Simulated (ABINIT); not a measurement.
# Quasiparticle gap of SiO2 (Stishovite) in ABINIT, part 3 of 3

How does a plane-wave GW calculation on SiO2 (Stishovite) run from the first input to the gap?

ABINIT 10.8.3; PBE and many-body steps on it, plane waves. Known limits of the many-body steps: not at the basis limit; coarse k mesh.

So far. Step 4 (Empty states on the mesh, 4×4×4 mesh, 145 bands): On this mesh the gap is 5.686 eV. Step 5 (Screening, 4×4×4 mesh, 137 bands, screening to 195.9 eV): Local fields lower ε∞ by 7 %. On a Γ-centred mesh this coarse the value itself is usually too large, while a short band sum pulls it down.

### 6. Self-energy, 4×4×4 mesh, 137 bands, screening to 195.9 eV

The self-energy is evaluated for the states that the input lists, and the levels follow from it, in one-shot runs by the linearised quasiparticle equation.

This step: G0W0 on PBE, plane waves, norm-conserving pseudopotentials.

run.abi reads:

```
acell 3*1.0 Angstrom
rprim 
  4.177300000000 0.000000000000 0.000000000000
  0.000000000000 4.177300000000 0.000000000000
  0.000000000000 0.000000000000 2.665200000000
ntypat 2
znucl 14 8
natom 6
typat 1 1 2 2 2 2
xred 
  0.000000000000 0.000000000000 0.000000000000
  0.500000000000 0.500000000000 0.500000000000
  0.305900000000 0.305900000000 0.000000000000
  0.194100000000 0.805900000000 0.500000000000
  0.694100000000 0.694100000000 0.000000000000
  0.805900000000 0.194100000000 0.500000000000
pp_dirpath "pseudos"
pseudos "Si.upf, O.upf"
ecut 36
ngkpt 4 4 4
nshiftk 1
shiftk 0 0 0
kptopt 1
chksymbreak 0
istwfk *1
occopt 1
irdwfk 1
optdriver 4
nband 137
gwcalctyp 0
ecutsigx 36
symsigma 1
nkptgw 6
kptgw 
  0.0000000000 0.0000000000 0.0000000000
  0.5000000000 0.0000000000 0.0000000000
  0.5000000000 0.5000000000 0.0000000000
  0.0000000000 0.0000000000 0.5000000000
  0.5000000000 0.0000000000 0.5000000000
  0.5000000000 0.5000000000 0.5000000000
bdgw 
  14 18
  15 18
  15 18
  15 18
  15 18
  15 18
ecuteps 7.2
irdscr 1
ppmodel 1
indata_prefix "in"
outdata_prefix "out"
tmpdata_prefix "tmp"
```

Launch:

```
$ OMP_NUM_THREADS=1 mpirun -n 8 abinit run.abi > log
```

Numbers of over 12 decimals in the logs are rounded to 6 here.

The program printed:

```text
.Version 10.8.3 of ABINIT. v10.8.2 released Aug 2026.

 Symmetries : space group P4_2/m n m (#136); Bravais tP (primitive tetrag.)
[... echo of the input left out ...]
== DATASET  1 ==================================================================
-   mpi_nproc: 8, omp_nthreads: 1 (-1 if OMP is not activated)

--- !DatasetInfo
iteration_state: {dtset: 1, }
dimensions: {natom: 6, nkpt: 18, mband: 137, nsppol: 1, nspinor: 1, nspden: 1, mpw: 3273, }
cutoff_energies: {ecut:  36.0, pawecutdg:  -1.0, }
electrons: {nelect:   3.20000000E+01, charge:   0.00000000E+00, occopt:   1.00000000E+00, tsmear:   1.00000000E-02, }

 SIGMA: Calculation of the GW corrections

 Based on a program developped by R.W. Godby, V. Olevano, G. Onida, and L. Reining.
 Incorporated in ABINIT by V. Olevano, G.-M. Rignanese, and M. Torrent.
.Using double precision arithmetic ; gwpc =  8

[... cell and pseudopotentials left out ...]
--------------------------------------------------------------------------------

 ==== K-mesh for the wavefunctions ====
 Number of points in the irreducible wedge :    18
[... list of points left out ...]
 Together with 16 symmetry operations and time-reversal symmetry
 yields    64 points in the full Brillouin Zone.

 ==== Q-mesh for screening function ====
 Number of points in the irreducible wedge :    18
[... list of points left out ...]
 Together with 16 symmetry operations and time-reversal symmetry
 yields    64 points in the full Brillouin Zone.

 vcoul_init : cutoff-mode = AUXILIARY_FUNCTION
 q-points for optical limit:   1
     1)      0.000010    0.000020    0.000030
 setmesh: FFT mesh size selected  =    48x   48x   30
          total number of points  =        69120

 Number of electrons calculated from density =   32.0000; Expected =   32.0000
 average of density, n =  0.101961
 r_s =    1.3279
 omega_plasma =   30.8015 [eV]

 === KS Band Gaps ===
  >>>> For spin  1
   Minimum direct gap =   5.6861 [eV], located at k-point      :   0.0000  0.0000  0.0000
   Fundamental gap    =   5.6861 [eV], Top of valence bands at :   0.0000  0.0000  0.0000
                                       Bottom of conduction at :   0.0000  0.0000  0.0000
 SIGMA fundamental parameters:
 PLASMON POLE MODEL  1
 number of plane-waves for SigmaX                 3273
 number of plane-waves for SigmaC and W            283
 number of plane-waves for wavefunctions          3273
 number of bands                                   137
 number of independent spin polarizations            1
 number of spinorial components                      1
 number of k-points in IBZ                          18
 number of q-points in IBZ                          18
 number of symmetry operations                      16
 number of k-points in BZ                           64
 number of q-points in BZ                           64
 number of frequencies for dSigma/dE                 9
 frequency step for dSigma/dE [eV]                0.25
 number of omega for Sigma on real axis              0
 max omega for Sigma on real axis  [eV]           0.00
 zcut for avoiding poles [eV]                     0.10

 EPSILON^-1 parameters (SCR file):
 dimension of the eps^-1 matrix on file            283
 dimension of the eps^-1 matrix used               283
 number of plane-waves for wavefunctions          3273
 number of bands                                   137
 number of q-points in IBZ                          18
 number of frequencies                               2
 number of real frequencies                          1
 number of imag frequencies                          1

 matrix elements of self-energy operator (all in [eV])

 Perturbative Calculation

--- !SelfEnergy_ee
iteration_state: {dtset: 1, }
kpoint     : [   0.000,    0.000,    0.000, ]
spin       : 1
KS_gap     :    5.686
QP_gap     :    8.020
Delta_QP_KS:    2.334
data: !SigmaeeData |
     Band     E0 <VxcDFT>   SigX SigC(E0)      Z dSigC/dE  Sig(E)    E-E0       E
       14   5.947 -21.145 -26.683   4.316   0.823  -0.215 -22.150  -1.006   4.941
       15   5.947 -21.145 -26.683   4.316   0.823  -0.215 -22.150  -1.006   4.941
       16   6.831 -21.357 -27.128   4.572   0.820  -0.219 -22.341  -0.983   5.847
       17  12.517 -15.871 -10.249  -4.027   0.847  -0.181 -14.520   1.351  13.868
       18  13.594 -11.823  -6.067  -4.264   0.866  -0.155 -10.530   1.293  14.886

--- !SelfEnergy_ee
iteration_state: {dtset: 1, }
kpoint     : [   0.500,    0.000,    0.000, ]
spin       : 1
KS_gap     :    8.860
QP_gap     :   11.596
Delta_QP_KS:    2.736
data: !SigmaeeData |
     Band     E0 <VxcDFT>   SigX SigC(E0)      Z dSigC/dE  Sig(E)    E-E0       E
       15   5.765 -20.608 -26.431   4.467   0.821  -0.218 -21.721  -1.114   4.652
       16   5.765 -20.608 -26.431   4.467   0.821  -0.218 -21.721  -1.114   4.652
       17  14.626 -15.469  -9.303  -4.250   0.847  -0.181 -13.847   1.622  16.248
       18  14.626 -15.470  -9.303  -4.250   0.847  -0.181 -13.847   1.622  16.248

--- !SelfEnergy_ee
iteration_state: {dtset: 1, }
kpoint     : [   0.500,    0.500,    0.000, ]
spin       : 1
KS_gap     :    9.757
QP_gap     :   12.683
Delta_QP_KS:    2.926
data: !SigmaeeData |
     Band     E0 <VxcDFT>   SigX SigC(E0)      Z dSigC/dE  Sig(E)    E-E0       E
       15   4.559 -19.376 -25.733   4.686   0.818  -0.222 -20.743  -1.367   3.193
[...]
--- !SelfEnergy_ee
iteration_state: {dtset: 1, }
kpoint     : [   0.000,    0.000,    0.500, ]
spin       : 1
KS_gap     :   11.813
QP_gap     :   15.114
Delta_QP_KS:    3.301
data: !SigmaeeData |
     Band     E0 <VxcDFT>   SigX SigC(E0)      Z dSigC/dE  Sig(E)    E-E0       E
[...]
--- !SelfEnergy_ee
iteration_state: {dtset: 1, }
kpoint     : [   0.500,    0.000,    0.500, ]
spin       : 1
KS_gap     :   10.576
QP_gap     :   13.641
Delta_QP_KS:    3.065
data: !SigmaeeData |
     Band     E0 <VxcDFT>   SigX SigC(E0)      Z dSigC/dE  Sig(E)    E-E0       E
[...]
18  15.658 -15.061  -8.663  -4.286   0.850  -0.177 -13.265   1.795  17.453

--- !SelfEnergy_ee
iteration_state: {dtset: 1, }
kpoint     : [   0.500,    0.500,    0.500, ]
spin       : 1
KS_gap     :    8.790
QP_gap     :   11.591
Delta_QP_KS:    2.802
data: !SigmaeeData |
     Band     E0 <VxcDFT>   SigX SigC(E0)      Z dSigC/dE  Sig(E)    E-E0       E
       15   5.284 -20.236 -26.446   4.707   0.818  -0.222 -21.466  -1.230   4.054
       16   5.284 -20.236 -26.446   4.707   0.818  -0.222 -21.466  -1.230   4.054
       17  14.073 -14.802  -8.791  -4.167   0.852  -0.173 -13.230   1.572  15.645
       18  14.073 -14.802  -8.791  -4.167   0.852  -0.173 -13.230   1.572  15.645

== END DATASET(S) ==============================================================
================================================================================

 -outvars: echo values of variables after computation  --------
           etotal      0.0000000000E+00
            nband         137
             nkpt          18
          spgroup         136
 [... the other variables as echoed above ...]

 Calculation completed.
```

Elapsed: 31 s, on 8 MPI ranks of Arm Neoverse V2, shared host; peak memory 2.3 GiB.

Numbers from this step:

| Item | Value |
| --- | --- |
| G0W0 gap on the mesh | 8.021 eV |
| starting gap on the mesh | 5.686 eV |
| k of the valence top | 0, 0, 0 |
| k of the conduction bottom | 0, 0, 0 |
| Z at the valence top | 0.82 |
| Z at the conduction bottom | 0.847 |
| least direct G0W0 gap on the computed points | 8.021 eV |

The gap on the mesh goes from 5.69 eV to 8.02 eV, a correction of +2.33 eV.

Limits: finite bands, cutoff and mesh; coarse k mesh. v1 is the top filled band, c1 the lowest empty one. The levels before and after the correction (eV, zero at the valence-band top of each column):

```tsv
	conduction bottom	valence top
Kohn-Sham	5.69	0.00
G0W0	8.02	0.00
```

```tsv
	level	energy (eV)
Kohn-Sham	Γ v3-v2	-0.884
Kohn-Sham	Γ v1	0.000
Kohn-Sham	Γ c1	5.686
Kohn-Sham	Γ c2	6.763
G0W0	Γ v3-v2	-0.906
G0W0	Γ v1	0.000
G0W0	Γ c1	8.021
G0W0	Γ c2	9.039
```

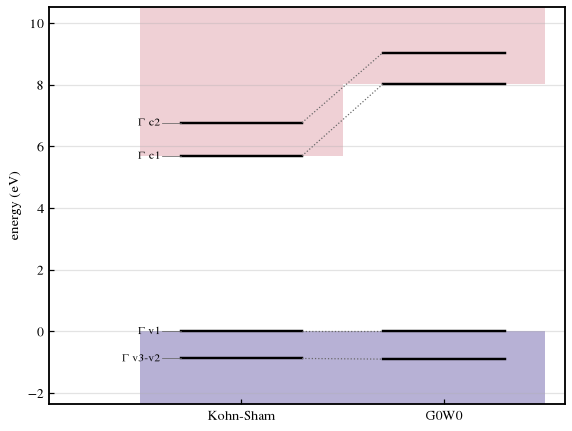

Levels before and after the correction. Shaded: valence and conduction bands.

### 7. Where the time went

Times are wall times on 8 MPI ranks of Arm Neoverse V2, shared host, good to a factor of about two.

```tsv
step	time	share	memory (GiB)
ground state	19 s	10 %	0.67
bands along the symmetry lines	14 s	7 %	0.66
empty states on the mesh	67 s	35 %	5.0
screening	61 s	32 %	2.4
self-energy	31 s	16 %	2.3
```

### 8. What came out

| Item | Value |
| --- | --- |
| PBE gap | 5.69 eV, direct |
| G0W0 gap on the mesh | 8.02 eV |
| GW settings | 4×4×4 mesh, 137 bands, screening to 195.9 eV, Godby-Needs plasmon pole |
| known limits | not at the basis limit; coarse k mesh |

**Reading.** G0W0 moves the gap on the mesh from 5.69 eV to 8.02 eV (+2.33 eV), with Z of 0.82 and 0.85 at the edges. Local fields lower the RPA ε∞ on this mesh from 3.64 to 3.37; a Γ-centred mesh this coarse tends to raise both, most where the direct gap is narrow, while a short band sum lowers them. Bands and cutoff are finite, so the gap is not at the basis limit. The miss can reach some tenths of an eV and take either sign; the mesh is an error of its own. The 4×4×4 mesh is coarse for this cell, which bears on the long-range parts of exchange and screening.

[Paths, hosts, dates, memory and timing lines, banners, echoed tables and standing remarks are left out of the program output.]

[Logs are printed without paths, hosts, clocks, repeated set-up lines and the standing remarks that a program may print on its own settings, such as how far it seeks lower states.]

[Runs of the session that timed out or met a known fault of the program may be left out.]

[Hosts, paths, dates, database ids (printed as entryN), source tags and the programs' standing remarks are cut or masked in the printed files.]

[G0W0 gaps are taken among the corrected bands and points alone; a level outside them can change the order at an edge.]

[Where Ansatz stands beside ABINIT at settings called matched, ABINIT's density can come from a denser mesh and the files from another edition; pairs whose starting gaps differed by over 0.03 eV were left out, so agreement reads better than it is.]
